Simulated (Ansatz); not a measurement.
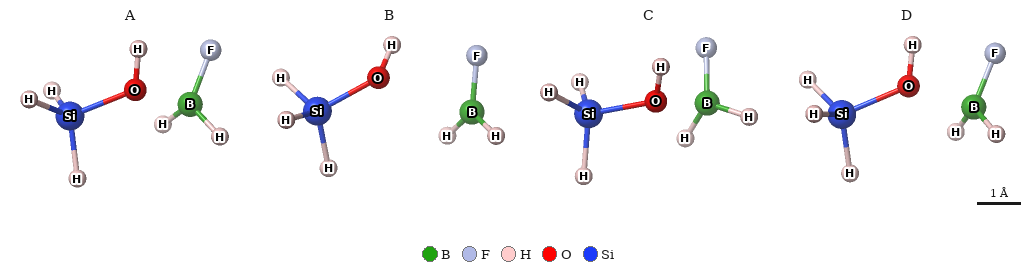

4 geometries from one relaxation of BSiH$_{6}$OF, in shuffled order. A ball-and-stick model, seen at a tilt.

The run prepares an end point of a later path (reaction) calculation, from a guessed geometry.

The calculation used Ansatz, RKS PBE0-D4/6-31G*. Set-up: no spin polarisation; force threshold 0.03 eV/Å; at most 50 steps.

Q: Put them in the order of the run, from the start to the converged end.

A: B, D, A, C. They are steps 0, 9, 18, 32, at +0.321 eV, +0.070 eV, +0.022 eV relative to the last. An H atom moves most after the best rigid fit: 1.27 Å. Largest moves by element: H 1.27 Å, F 0.80 Å, O 0.71 Å, B 0.60 Å, Si 0.35 Å. Among the contacts that change: B–O 2.604 → 1.713 Å, B–Si 3.709 → 2.851 Å, O–Si 1.667 → 1.721 Å, B–F 1.329 → 1.374 Å. Among the angles between lasting bonds that change: H–B–H 124.8° → 118.1°, Si–O–H 122.3° → 116.5°, O–Si–H 110.8° → 106.2°. Groups turn about O–Si by about 100°. Over 27 accepted moves (32 points after the start) the energy falls by 0.321 eV. The largest force component goes from 0.76 to 0.0093 eV/Å. The line search rejected the trial steps at points 1, 10, 16, 20, 27 of the run. Cost: 100 s on 1 thread of Arm Neoverse V2, on a shared host, peak memory 0.14 GiB.
